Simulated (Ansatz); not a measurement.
Amorphous Al28O44Ti

It comes from a melt-quench run on a machine-learned potential (CHGNet), relaxed afterwards by DFT. O atoms were pushed apart under 1.9 Å during the dynamics, to hinder bonds among them. The hot cell started wider than the set density and was brought back towards it in steps. It is the lowest in DFT energy of 2 quenches. It is a model cell: composition and starting density were chosen by hand, and all elements were melted together. No dispersion term was used.

Methods: PBE, scalar-relativistic without spin-orbit coupling (Ansatz, an electronic-structure program); r2SCAN, scalar-relativistic without spin-orbit coupling (Ansatz); HSE06, scalar-relativistic without spin-orbit coupling (Ansatz). Geometry, pressure, stress and energy are those of the PBE run. Its sampling: a 2×2×2 Γ-centred mesh; Fermi-Dirac width 0.02 eV; no spin polarisation. Other functionals are single points at the zone centre (r2SCAN at 500 eV; exact exchange cut at the cell's faces), free to take moments where seeds were set. At PBE the levels at both edges of the gap are localised (band-tail or defect states), and the nearest spread-out levels lie 4.0 eV apart at the zone centre.

- Number of atoms in the cell: 73
- Density (held, not predicted): 3.12 g/cm³
- Volume per atom: 11.00 Å³
- Pressure on a 2×2×2 Γ-centred mesh: -0.64 GPa
- Largest force and stress component on that mesh (the relaxation ran on the zone centre alone): 0.04 eV/Å and 1.7 GPa
- Energy relative to corundum + anatase TiO2 (lowest mix at this level among the phases computed, not always the ambient ones): 183 meV/atom
- Gap between localised states on a 2×2×2 Γ-centred mesh (PBE): 2.42 eV
- Gap between localised states at the zone centre (PBE): 2.44 eV
- Gap between localised states at the zone centre (r2SCAN): 2.78 eV
- Gap between localised states at the zone centre (HSE06): 4.12 eV

Bonds are counted up to Al-Al 2.66 Å, Al-O 2.30 Å, Al-Ti 2.89 Å, O-O 1.58 Å, O-Ti 2.49 Å, Ti-Ti 3.12 Å. Two cations that share two anions don't count as bonded, nor two that share one unless they lie closer than Al-Al 2.59 Å, Al-Ti 2.81 Å, Ti-Ti 3.04 Å.

```yaml
Mean coordination of Al by anions: 4.57 (15 with 4, 10 with 5, 3 with 6)
Mean coordination of O: 3.05 (3 with 2, 36 with 3, 5 with 4)
Mean coordination of Ti by anions: 6.00 (1 with 6)
Mean Al-O bond: 1.857 Å (spread 0.093 Å, 128 counted)
Mean O-Ti bond: 2.036 Å (spread 0.156 Å, 6 counted)
```

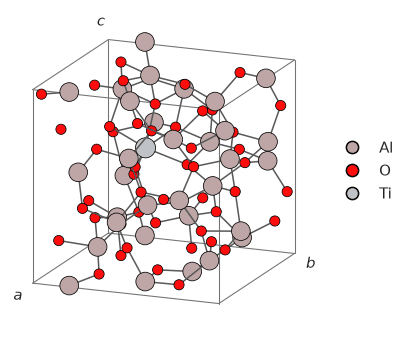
Fig. 1. The relaxed cell

Its density started from a set value of 3.12 g/cm³. The quench (nominally 340 K/ps over its main leg) was far faster than any real one, so the model tends to hold more defects than a real film. A cell of this size samples the disorder only roughly. The volume was held where the preparation left it, at a PBE pressure of -0.6 GPa (tension). Stress components on the final sampling reach 1.7 GPa.
